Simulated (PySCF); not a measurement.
Sn(Vi)2(OMe)2, SMILES C=[CH][Sn]([CH]=C)([O]C)[O]C (C6H12O2Sn), singlet at its GFN2-xTB optimised geometry (Å):

```
21

C      1.8962     0.5023     0.0492
C      1.1442    -0.5769     0.0000
Sn    -1.0473    -0.5769     0.0000
C     -2.2054     1.3059     0.0000
C     -2.0358     2.2915     0.8573
O     -1.5070    -1.7481    -1.5642
C     -2.5944    -2.6323    -1.6506
O     -1.7637    -1.7093     1.5527
C     -1.8239    -1.3010     2.8866
H      1.4876     1.4988     0.0877
H      2.9762     0.4347     0.0438
H      1.5722    -1.5698    -0.0473
H     -2.9762     1.3506    -0.7594
H     -1.2798     2.2763     1.6253
H     -2.6599     3.1759     0.8290
H     -2.7590    -3.1759    -0.7201
H     -3.5137    -2.1084    -1.9236
H     -2.3487    -3.3478    -2.4380
H     -2.3850    -0.3708     3.0133
H     -2.3418    -2.0931     3.4320
H     -0.8299    -1.1711     3.3236
```

Computed with CAM-B3LYP/def2-SVP, def2 effective core potentials past Kr run with PySCF. The core electrons that the potentials of Sn replace are not part of the density. Cells within 0.4 Å of a nucleus heavier than hydrogen are left out (blank, or x).

Map of the electrostatic potential (hartree/e), clipped to [-0.08, 0.12] on the plane z = 0.0 Å:

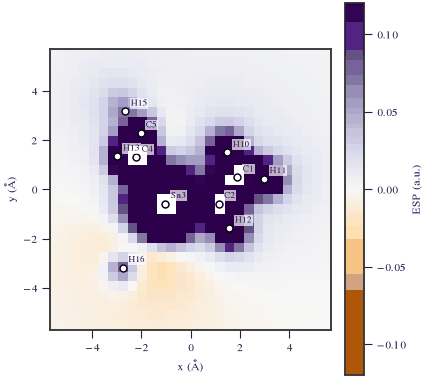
Electrostatic potential (hartree/e), clipped to [-0.08, 0.12] on the plane z = 0.0 Å.
